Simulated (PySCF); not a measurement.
Ge2 (triplet)

```json
{"atom": "Ge", "x (Å)": "0.0000", "y (Å)": "0.0000", "z (Å)": "-1.1920"}
{"atom": "Ge", "x (Å)": "0.0000", "y (Å)": "0.0000", "z (Å)": "1.1920"}
```

All numbers below come from PBE0/def2-TZVPPD, non-relativistic Hamiltonian with scalar-relativistic core potentials where named, at a bond length of 2.384 Å in PySCF.

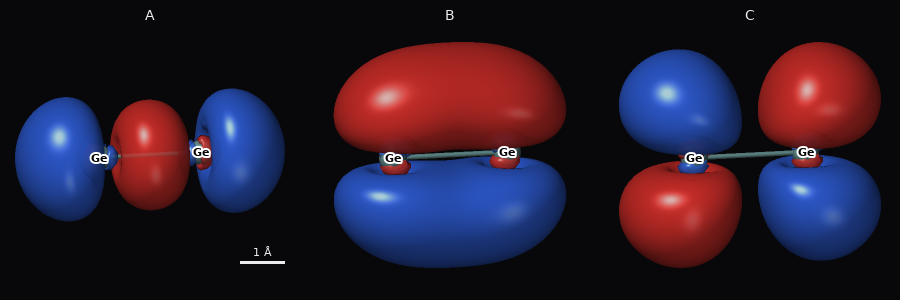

Figure 1. Three frontier α-spin orbitals, each drawn at the value that holds 80 % of its norm (red and blue are the two phases), in no order; of a degenerate pair one member is drawn.

### Label each orbital by symmetry, say whether it is occupied, and order them by energy.

Orbital B: πu, occupied in this spin, −6.28 eV; with no node between the nuclei, bonding.
Orbital A: σg, occupied in this spin, −5.90 eV; with no node between the nuclei.
Orbital C: πg, empty in this spin, −2.26 eV; antibonding, with a node between the atoms.

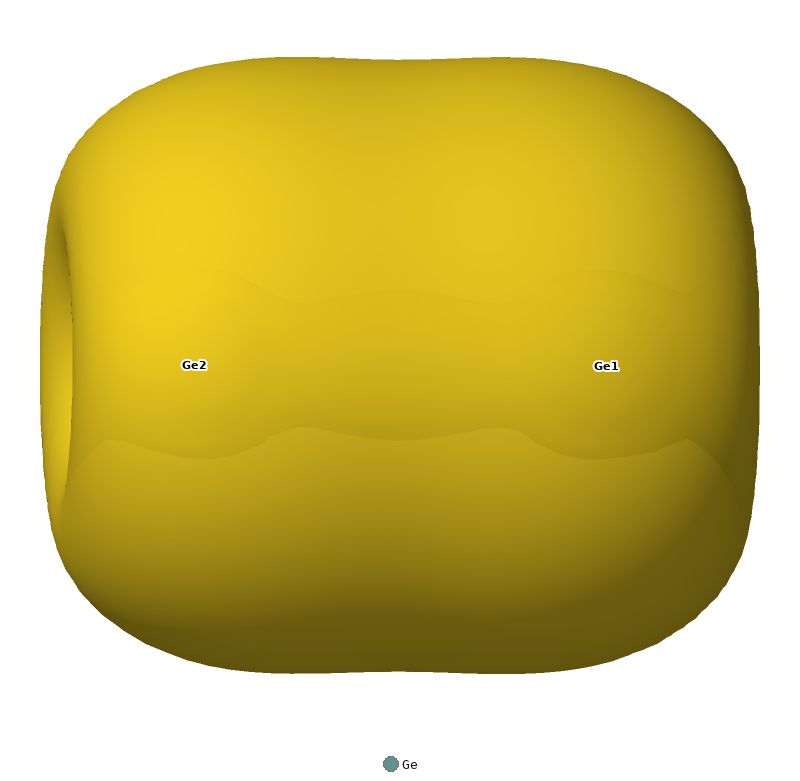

Figure 2. Isosurfaces of the spin density (α minus β) at +0.02 (yellow) and −0.02 e/Å³ (cyan), seen from one side.

### Describe the spin distribution.

The unpaired spin (2 electrons) lies mostly on Ge1 (about 1.0) and Ge2 (about 1.0), in electrons by Hirshfeld's partition.

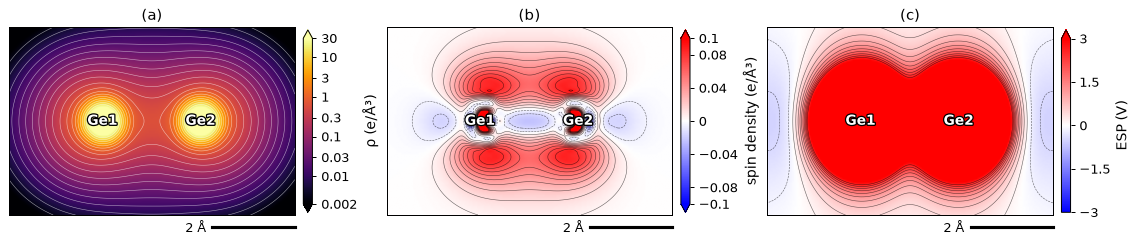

Figure 3. (a) total electron density; (b) spin density; (c) electrostatic potential on a plane that holds the molecular axis.

### Interpret the plot.

Atoms in the plane: Ge. Ge–Ge (2.38 Å): ρ at the midpoint is about 0.61 e/Å³.
